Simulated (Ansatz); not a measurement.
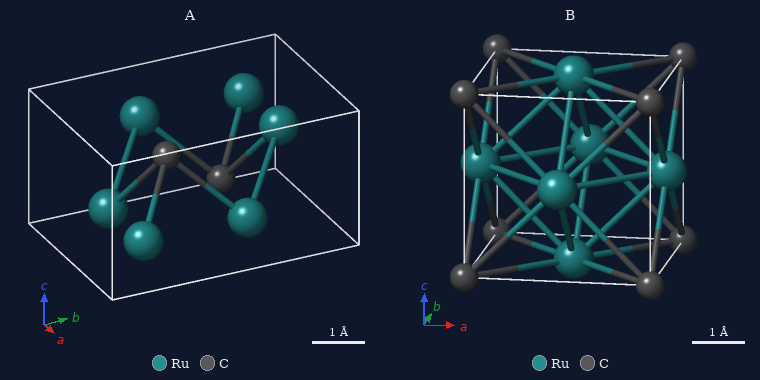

Two structures of Ru₃C, each relaxed to rest (conventional cells in solid outline, small ones repeated, not to one scale). Method: DFT PBE, scalar-relativistic, plane waves, PAW in Ansatz, without spin polarisation.

What structure does each panel show?

A: 8 atoms a cell on a primitive hexagonal lattice, P6_3/mmc. B: Cu₃Au (L1₂) type, Pm-3m.

A or B: which is lower in energy?

A is lower, by 906 meV/atom at this level of theory (energies at zero smearing). Volumes: A 13.0, B 12.5 Å³/atom.

One or both may be structure types tried for this composition rather than known phases.
